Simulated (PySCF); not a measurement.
```xyz
2

Bi    0.0000    0.0000   -0.6520
Se    0.0000    0.0000    1.7050
```

Core potentials replace the inner electrons of Bi.

Level of theory: PBE0/cc-pVDZ(-PP), non-relativistic Hamiltonian with scalar-relativistic core potentials where named, at a bond length of 2.357 Å (PySCF 2.14.0).

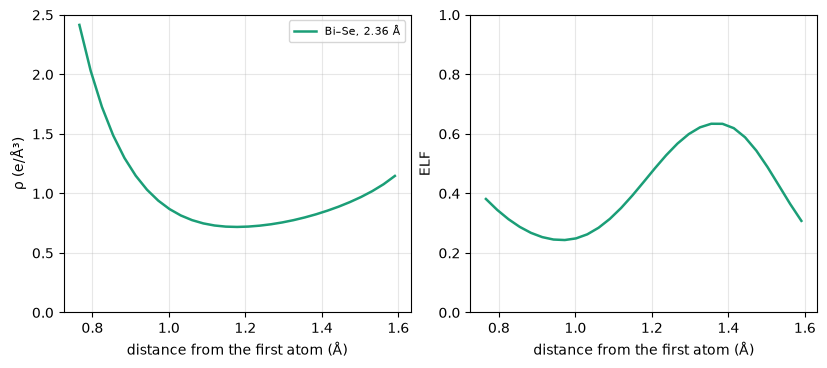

BiSe (charge +1). Electron density and electron localisation function along straight lines between neighbouring atoms. The curves leave out the atomic cores.

What can be read from the curves?

Answer. Bi–Se (2.36 Å): the density is about 0.72 e/Å³ at the midpoint; the ELF peaks at about 0.65 in the valence shell of Se, 1.0 Å from its nucleus, and drops to about 0.25 between the two atoms.
